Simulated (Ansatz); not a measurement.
# CH8N2OSi: one species, many methods

How much do the methods differ for CH8N2OSi? The plan is to run it at one geometry with functionals of several rungs and with coupled cluster. The yardstick is the atomisation energy at the CCSD(T) limit.

Method: functionals in def2-TZVPP, the program's frozen cores in correlated methods; program: Ansatz 0.2.0, Gaussian basis.

Plan: PBE-D4, r2SCAN-D4, PBE0-D4, B3LYP-D4, ωB97X-V, ωB97M-V, B2PLYP; CCSD(T)/def2-TZVPP; MP2/def2-QZVPP; extrapolation to the limit.

**1. The relaxed structure**

The geometry comes from an earlier relaxation with PBE0-D4 in a triple-zeta def2 set; it is a stationary point, not always the lowest conformer.

SMILES `CN[SiH](N)O`, 13 atoms, charge 0, spin multiplicity 1.

Atoms are counted from 1 here; the program's logs count them from 0.

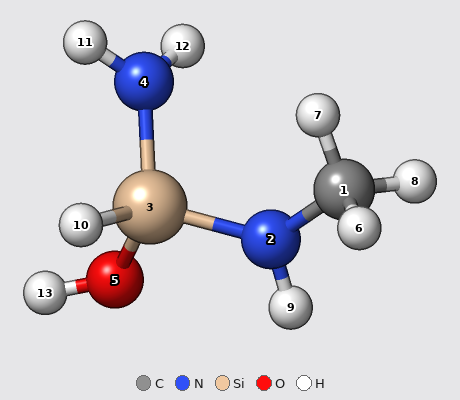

The structure; carbon grey, nitrogen blue, silicon light orange, oxygen red, hydrogen white; atoms are numbered from 1 in the order of the file.

**2. PBE-D4 (GGA)**

Input file in.yaml:

```yaml
crystal:
  periodic: [false, false, false]
  atoms:
    - {symbol: C, position_ang: [-1.708939, -0.646255, -0.590109]}
    - {symbol: N, position_ang: [-0.477477, 0.037845, -0.904520]}
    - {symbol: Si, position_ang: [0.671867, 0.620800, 0.201400]}
    - {symbol: N, position_ang: [0.922938, -0.573087, 1.391062]}
    - {symbol: O, position_ang: [1.923998, 1.023640, -0.796934]}
    - {symbol: H, position_ang: [-2.591900, -0.000184, -0.673029]}
    - {symbol: H, position_ang: [-1.664739, -1.014331, 0.436618]}
    - {symbol: H, position_ang: [-1.865042, -1.513332, -1.241026]}
    - {symbol: H, position_ang: [-0.411195, 0.370063, -1.852723]}
    - {symbol: H, position_ang: [0.332259, 1.833562, 1.003605]}
    - {symbol: H, position_ang: [1.168961, -0.326540, 2.334386]}
    - {symbol: H, position_ang: [1.179272, -1.519301, 1.162328]}
    - {symbol: H, position_ang: [2.540297, 1.672323, -0.456158]}
basis:
  gaussian: {orbitals: def2-TZVPP}
hamiltonian: {xc: pbe, dispersion: d4}
output: {forces: true, orbitals: {seedname: orbitals}}
```

The run is started by

```bash
> ansatz run in.yaml --threads 4 --pin off --events-out ev --progress --plain --max-ram 10444MiB
```

The runs that follow: r2SCAN-D4 (meta-GGA); PBE0-D4 (hybrid); B3LYP-D4 (hybrid); ωB97X-V (range-separated); ωB97M-V (range-separated); B2PLYP (double hybrid); CCSD(T) in def2-TZVPP; MP2 in def2-QZVPP.

Before running them: what should the planned runs give, taken together? Wanted: atomisation energy, CCSD(T)/CBS; farthest; mean size of error, hybrid; mean size of error, range-separated; gap, smallest and largest; T1 diagnostic; triples share of the correlation energy.

The runs gave:

| quantity | value |
| --- | --- |
| atomisation energy, CCSD(T)/CBS | 4812.7 kJ/mol |
| functionals within 24.1 kJ/mol (0.5 %) | B3LYP-D4, ωB97X-V, ωB97M-V |
| farthest | B2PLYP (-59.1 kJ/mol) |
| mean size of error, hybrid | 18.0 kJ/mol |
| mean size of error, range-separated | 9.8 kJ/mol |
| gap, smallest and largest | 5.48 eV (PBE-D4), 11.98 eV (ωB97X-V) |
| T1 diagnostic | 0.0103 |
| triples share of the correlation energy | 3.5 % |

PBE-D4 misses by +54.5 kJ/mol. Double hybrids carry the basis error of their MP2 part in triple zeta, and no dispersion term here, so their miss is partly the set-up's. Misses under about 24.1 kJ/mol are within the doubt on the reference itself, which lacks core-valence correlation, relativity and higher excitations. Hartree-Fock recovers 70 % of the binding; the rest is correlation. The gap grows from 5.5 to 12.0 eV across the functionals, mostly with the share of exact exchange.
